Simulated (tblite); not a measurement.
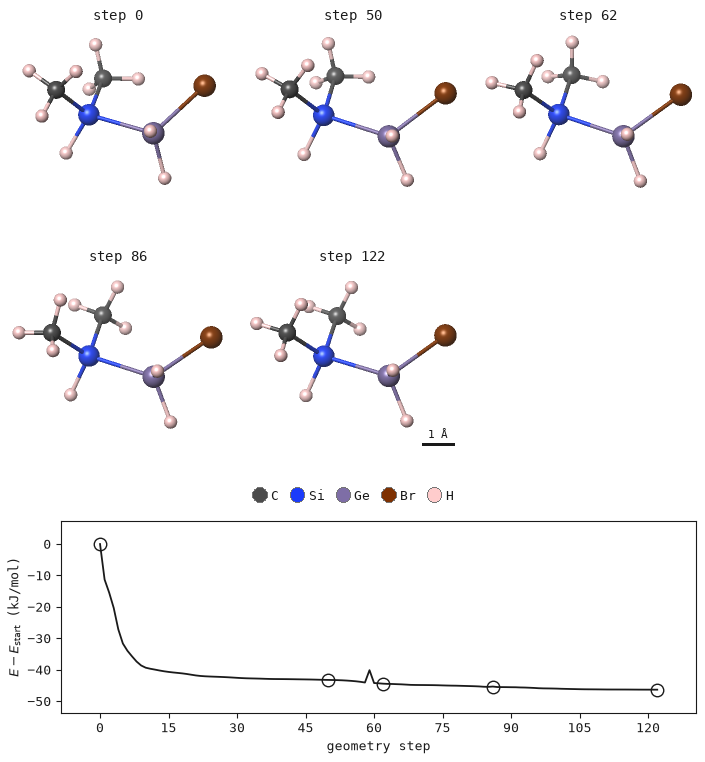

Frames of a relaxation of C$_{2}$H$_{9}$BrGeSi, marked on the history of the run. The picture is a ball-and-stick view, seen from a free direction.

Level of theory: GFN2-xTB geometry optimisation, gas phase (tblite 0.8.0). 

Question: Describe the path.

Answer: The atom that moves furthest after the best rigid fit is an H atom (0.96 Å). Largest moves by element: H 0.96 Å, Br 0.33 Å, C 0.15 Å, Ge 0.07 Å, Si 0.06 Å. Among the contacts that change: Ge–Si 2.323 → 2.391 Å, C–Si 1.853 → 1.898 Å, C–H 1.118 → 1.087 Å, Ge–H 1.557 → 1.531 Å. Among the angles between lasting bonds that change: Si–Ge–H 106.0° → 119.8°, H–Ge–H 114.0° → 101.5°, Br–Ge–H 109.4° → 100.7°. Groups turn about C–Si by about 50°, C–Si by about 20°. The energy falls by 46.3 kJ/mol in 122 geometry steps. The run took 1.5 s on 1 thread of Arm Neoverse N1 (shared host). From step 0 to 50: the Br atom moves most (0.37 Å), energy −43.2 kJ/mol. From step 50 to 62: an H atom moves most (0.33 Å), energy −1.19 kJ/mol. From step 62 to 86: H atoms move most (0.51 Å), energy −0.91 kJ/mol. From step 86 to 122: an H atom moves most (0.33 Å), energy −1.00 kJ/mol.
